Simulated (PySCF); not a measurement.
# C₁₂H₁₂O₂: NMR shifts at several levels of theory, part 2 of 2

PySCF 2.14.0. Atoms count from 0. The steps go on from the part before.

**6. NMR shieldings: KT2/pcSseg-1**

The job: settings as JSON, then the geometry in Å.

```
{"job": {"kind": "nmr", "xc": "KT2", "basis": "pcSseg-1", "pop": false}, "charge": 0, "multiplicity": 1}
O     -3.436483    -2.171013     0.477030
C     -3.768064    -0.960306    -0.132993
C     -2.838888     0.150787     0.295961
O     -1.546379    -0.238555    -0.110044
C     -0.480191     0.517987     0.224887
C     -0.556004     1.690149     0.949821
C      0.624081     2.407365     1.255586
C      1.855686     1.963180     0.845124
C      1.963698     0.763358     0.092583
C      3.213362     0.266274    -0.357929
C      3.294262    -0.895715    -1.090278
C      2.122570    -1.616733    -1.409447
C      0.893008    -1.163633    -0.987708
C      0.784538     0.026852    -0.228874
H     -2.497088    -2.313696     0.309046
H     -4.797241    -0.702713     0.162503
H     -3.751044    -1.029445    -1.239894
H     -2.871465     0.265587     1.394514
H     -3.120764     1.113498    -0.169275
H     -1.516707     2.073317     1.293201
H      0.540402     3.331697     1.832226
H      2.762463     2.521908     1.087698
H      4.117880     0.828350    -0.111170
H      4.266271    -1.262754    -1.428736
H      2.193974    -2.536091    -1.995470
H     -0.017546    -1.710074    -1.236500
```

With the program's defaults for keys left out, this is: GIAO KT2/pcSseg-1 NMR shielding, non-relativistic, gas phase.

The log of the run:

```text
coarse grid: 22648 points
cycle   1  E = -625.1384296933  dE =  2.177e+00  |g| = 9.875e-01  |ddm| = 5.337e+00
cycle   2  E = -624.7349443608  dE =  4.035e-01  |g| = 1.718e+00  |ddm| = 3.359e+00
cycle   3  E = -625.3288402951  dE = -5.939e-01  |g| = 2.275e-01  |ddm| = 2.564e+00
cycle   4  E = -625.3387277094  dE = -9.887e-03  |g| = 1.027e-01  |ddm| = 3.683e-01
cycle   5  E = -625.3407774430  dE = -2.050e-03  |g| = 5.615e-02  |ddm| = 1.735e-01
cycle   6  E = -625.3416497581  dE = -8.723e-04  |g| = 1.253e-02  |ddm| = 7.880e-02
cycle   7  E = -625.3416855862  dE = -3.583e-05  |g| = 5.491e-03  |ddm| = 2.150e-02
cycle   8  E = -625.3416935395  dE = -7.953e-06  |g| = 2.024e-03  |ddm| = 8.175e-03
final grid: 221376 points
cycle   9  E = -625.4177972594  dE = -4.907e-04  |g| = 1.885e-02  |ddm| = 2.266e-01
cycle  10  E = -625.4176268961  dE =  1.704e-04  |g| = 3.098e-02  |ddm| = 5.971e-02
cycle  11  E = -625.4178469618  dE = -2.201e-04  |g| = 1.108e-02  |ddm| = 4.997e-02
cycle  12  E = -625.4178834867  dE = -3.652e-05  |g| = 1.605e-03  |ddm| = 1.454e-02
cycle  13  E = -625.4178839737  dE = -4.870e-07  |g| = 6.308e-04  |ddm| = 2.331e-03
cycle  14  E = -625.4178840597  dE = -8.601e-08  |g| = 1.143e-04  |ddm| = 7.678e-04
cycle  15  E = -625.4178840611  dE = -1.431e-09  |g| = 7.787e-05  |ddm| = 1.957e-04
cycle  16  E = -625.4178840628  dE = -1.701e-09  |g| = 1.315e-05  |ddm| = 1.018e-04
cycle  17  E = -625.4178840628  dE = -3.661e-11  |g| = 5.574e-06  |ddm| = 1.861e-05
converged SCF energy = -625.4178840628

GIAO shielding tensors (ppm)
atom      isotropic    diamagn.    paramagn.     s11        s22        s33       span
  0 O      293.547     392.519     -98.972    265.567    302.853    312.220     46.653
  1 C      118.787     247.343    -128.556     98.616    106.269    151.476     52.860
  2 C      113.282     248.481    -135.198     97.768    102.927    139.152     41.384
  3 O      208.036     405.220    -197.183    124.418    229.309    270.381    145.963
  4 C       33.439     255.835    -222.397    -36.245     26.444    110.117    146.362
  5 C       85.609     260.490    -174.881     10.637     72.315    173.874    163.237
  6 C       62.505     255.443    -192.938    -35.463     54.374    168.604    204.066
  7 C       67.601     251.310    -183.709    -20.387     66.798    156.391    176.778
  8 C       56.072     251.490    -195.418     -8.795     -5.877    182.887    191.683
  9 C       60.542     248.309    -187.767    -30.873     55.354    157.145    188.019
 10 C       61.760     254.814    -193.054    -37.464     52.183    170.561    208.024
 11 C       63.361     254.633    -191.273    -34.174     53.227    171.030    205.204
 12 C       67.689     250.031    -182.342    -29.283     53.499    178.851    208.134
 13 C       65.148     258.876    -193.728     -1.259     20.276    176.428    177.687
 14 H       29.758      36.317      -6.559     18.637     30.216     40.422     21.785
 15 H       27.348      25.673       1.675     23.218     26.429     32.396      9.178
 16 H       26.654      29.784      -3.130     22.933     25.769     31.261      8.328
 17 H       27.105      31.395      -4.290     21.758     27.077     32.482     10.724
 18 H       27.281      30.989      -3.707     23.190     26.835     31.819      8.628
 19 H       24.603      33.632      -9.029     19.143     25.132     29.534     10.391
 20 H       23.968      29.391      -5.423     19.470     25.823     26.612      7.142
 21 H       23.993      31.408      -7.415     19.277     25.426     27.275      7.998
 22 H       23.635      30.388      -6.753     18.805     24.640     27.460      8.655
 23 H       23.839      27.862      -4.023     19.643     25.442     26.432      6.789
 24 H       23.838      30.305      -6.467     19.296     25.136     27.082      7.786
 25 H       23.062      35.434     -12.372     16.319     23.403     29.463     13.145
```

It took 56 s on 8 threads of Intel Xeon Platinum 8259CL at 2.50GHz (Skylake/Cascade Lake), shared host.

In short: δ C4 149.8, C8 127.1, C9 122.7, C10 121.5, H25 8.12, H22 7.54 ppm.

**7. NMR shieldings: HF/pcSseg-1**

The job, as its differences from that of step 6:

```diff
@@ -1,2 +1,2 @@
-{"job": {"kind": "nmr", "xc": "KT2", "basis": "pcSseg-1", "pop": false}, "charge": 0, "multiplicity": 1}
+{"job": {"kind": "nmr", "xc": "HF", "basis": "pcSseg-1", "pop": false}, "charge": 0, "multiplicity": 1}
 O     -3.436483    -2.171013     0.477030
```

Method: GIAO HF/pcSseg-1 NMR shielding, non-relativistic, gas phase.

The log of the run:

```text
final grid: 221376 points
cycle   1  E = -610.8109609729  dE =  4.351e+00  |g| = 8.389e-01  |ddm| = 5.084e+00
cycle   2  E = -610.9869761228  dE = -1.760e-01  |g| = 3.874e-01  |ddm| = 1.167e+00
cycle   3  E = -611.0160904490  dE = -2.911e-02  |g| = 1.179e-01  |ddm| = 4.470e-01
cycle   4  E = -611.0197758814  dE = -3.685e-03  |g| = 2.085e-02  |ddm| = 1.805e-01
cycle   5  E = -611.0199181294  dE = -1.422e-04  |g| = 6.619e-03  |ddm| = 3.318e-02
cycle   6  E = -611.0199393378  dE = -2.121e-05  |g| = 2.649e-03  |ddm| = 1.091e-02
cycle   7  E = -611.0199448926  dE = -5.555e-06  |g| = 1.112e-03  |ddm| = 6.005e-03
cycle   8  E = -611.0199460600  dE = -1.167e-06  |g| = 3.987e-04  |ddm| = 2.746e-03
cycle   9  E = -611.0199462772  dE = -2.172e-07  |g| = 1.874e-04  |ddm| = 1.349e-03
cycle  10  E = -611.0199463031  dE = -2.590e-08  |g| = 9.235e-05  |ddm| = 3.708e-04
cycle  11  E = -611.0199463148  dE = -1.173e-08  |g| = 4.547e-05  |ddm| = 2.824e-04
cycle  12  E = -611.0199463182  dE = -3.318e-09  |g| = 1.773e-05  |ddm| = 1.797e-04
cycle  13  E = -611.0199463186  dE = -4.784e-10  |g| = 7.196e-06  |ddm| = 6.701e-05
converged SCF energy = -611.0199463186

GIAO shielding tensors (ppm)
atom      isotropic    diamagn.    paramagn.     s11        s22        s33       span
  0 O      324.305     391.809     -67.504    301.419    320.784    350.712     49.293
  1 C      134.230     239.220    -104.990    117.964    125.204    159.522     41.558
  2 C      127.291     242.661    -115.370    111.883    119.990    150.001     38.118
  3 O      259.927     407.844    -147.917    181.479    285.049    313.251    131.771
  4 C       29.819     250.899    -221.079    -74.167     33.612    130.013    204.180
  5 C       84.621     259.098    -174.477     -3.231     72.591    184.503    187.734
  6 C       55.734     256.298    -200.564    -65.057     50.175    182.085    247.142
  7 C       65.346     252.570    -187.225    -43.975     69.332    170.680    214.655
  8 C       47.671     255.292    -207.621    -32.665    -23.302    198.979    231.644
  9 C       57.316     250.711    -193.395    -55.173     55.830    171.292    226.465
 10 C       55.381     256.538    -201.158    -64.696     47.411    183.427    248.123
 11 C       59.906     256.077    -196.171    -56.833     52.643    183.909    240.743
 12 C       59.345     248.497    -189.152    -59.462     49.625    187.874    247.336
 13 C       60.412     258.622    -198.210    -16.711      5.709    192.240    208.951
 14 H       29.601      35.439      -5.838     17.547     28.884     42.371     24.824
 15 H       28.122      26.597       1.525     23.379     26.828     34.160     10.781
 16 H       27.672      28.565      -0.893     23.884     26.553     32.579      8.695
 17 H       27.783      31.104      -3.320     21.942     28.373     33.036     11.094
 18 H       28.154      31.150      -2.996     23.354     27.832     33.277      9.922
 19 H       24.914      34.044      -9.130     18.462     25.875     30.404     11.942
 20 H       24.016      29.799      -5.783     18.992     26.044     27.011      8.019
 21 H       24.004      31.546      -7.541     18.255     25.761     27.997      9.742
 22 H       23.668      30.348      -6.681     17.942     24.992     28.068     10.126
 23 H       23.898      28.274      -4.376     19.115     25.551     27.028      7.913
 24 H       24.002      30.532      -6.530     18.796     25.378     27.833      9.037
 25 H       23.039      33.945     -10.906     15.698     23.152     30.268     14.569
```

Wall time 44 s (8 threads of Intel Xeon Platinum 8259CL at 2.50GHz (Skylake/Cascade Lake), shared host).

Key values: δ C4 161.0, C8 143.2, C10 135.5, C6 135.1, H25 8.65, H22 8.02 ppm.

**8. Comparing the runs: NMR shifts**

Shifts (ppm) of some atoms, chosen among heavy atoms and hydrogens apart, with basis size and wall time:

| run | C8 | C6 | C12 | H25 | H14 | O3 | O0 | functions | time |
| --- | --- | --- | --- | --- | --- | --- | --- | --- | --- |
| PBE0/pcSseg-1 | 138.1 | 131.5 | 127.1 | 8.45 | 1.61 | 116.2 | 28.3 | 298 | 74 s |
| PBE/pcSseg-1 | 135.2 | 128.8 | 123.8 | 8.29 | 1.46 | 134.6 | 39.4 | 298 | 54 s |
| wB97X-D/pcSseg-1 | 140.1 | 133.1 | 128.7 | 8.47 | 1.65 | 107.5 | 23.7 | 298 | 95 s |
| KT2/pcSseg-1 | 127.1 | 120.7 | 115.5 | 8.12 | 1.42 | 122.6 | 37.1 | 298 | 56 s |
| HF/pcSseg-1 | 143.2 | 135.1 | 131.5 | 8.65 | 2.09 | 73.4 | 9.0 | 298 | 44 s |

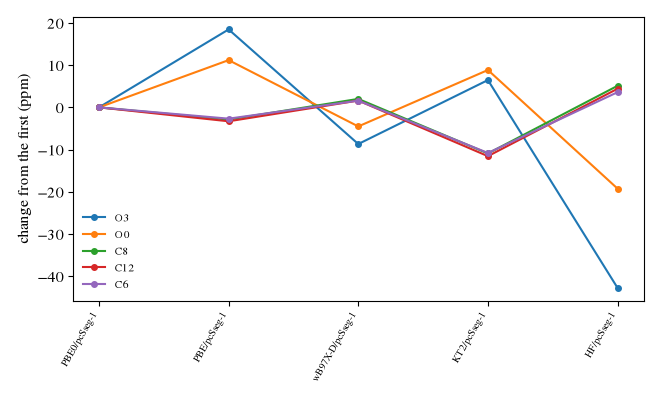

How five of the tabulated atoms move from run to run.

**9. Outcome**

The summary covers parts 1 to 2.

| quantity | value |
| --- | --- |
| point group | C1 |
| rotational constants (main isotopes) | 1.21, 0.46, 0.34 GHz |
| 13C shifts against TMS (PBE0/pcSseg-1) | 159.0, 138.1, 133.2, 132.2, 131.5, 130.2, 127.9, 127.1, 125.4, 106.4, 69.6, 62.9 ppm |
| 1H shifts against TMS (PBE0/pcSseg-1, means over atoms taken as alike) | 8.45, 7.90, 7.68, 7.66, 7.55, 7.54, 6.78, 4.07, 3.91, 1.61 ppm |
| 17O shifts against H2O (PBE0/pcSseg-1) | 116.2, 28.3 ppm |
| range of the shift of O3 | 73.4 to 134.6 ppm |

**Reading.** Single values in the summary come from the first sound run of each kind (PBE0/pcSseg-1), which need not be the best level. Over 9 steps the energy fell by 0.073 eV; of the close pairs, C1–C2 changed most, 1.530 to 1.511 Å. No frequency check was run at this level, so the end point may be a saddle. NICS(1)zz of -26 ppm above the planar ring from C4 marks a diatropic (aromatic) ring current. NICS(1)zz of -29 ppm above the planar ring from C8 marks a diatropic (aromatic) ring current. In ppm, O3 moves most: its shift spreads over 61.2 ppm, from 73.4 (HF/pcSseg-1) to 134.6 (PBE/pcSseg-1).
